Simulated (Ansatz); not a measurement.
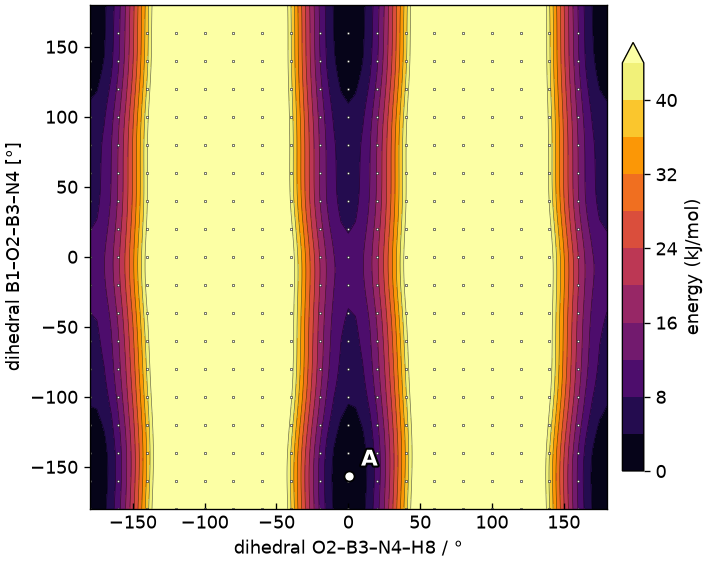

B2ClH4NO, SMILES BOB(N)Cl. 
- First axis: dihedral O2–B3–N4–H8. Second axis: dihedral B1–O2–B3–N4.
- Nothing is relaxed (all other coordinates rigid).
- Grid: 18 × 18 points.
- All energies are given in kJ/mol relative to the relaxed molecule at the same level.
- Method: RKS r2SCAN-D4/def2-SVP in Ansatz.

The picture shows filled contours, dots at the grid points, one colour for all values above the top of the scale, the well A. Between grid points the surface is interpolated.

Question: Where is the minimum, and how stiff is the well along each coordinate? Take the well at A.

Answer: The interpolated minimum is at dihedral O2–B3–N4–H8 ≈ 1°, dihedral B1–O2–B3–N4 ≈ −156°. The curvatures there are about 1.8 eV/rad² and 0.11 eV/rad², with a cross term of about −0.02 eV/rad². Round the minimum the two coordinates are nearly uncoupled. (1 eV is 96.5 kJ/mol.)
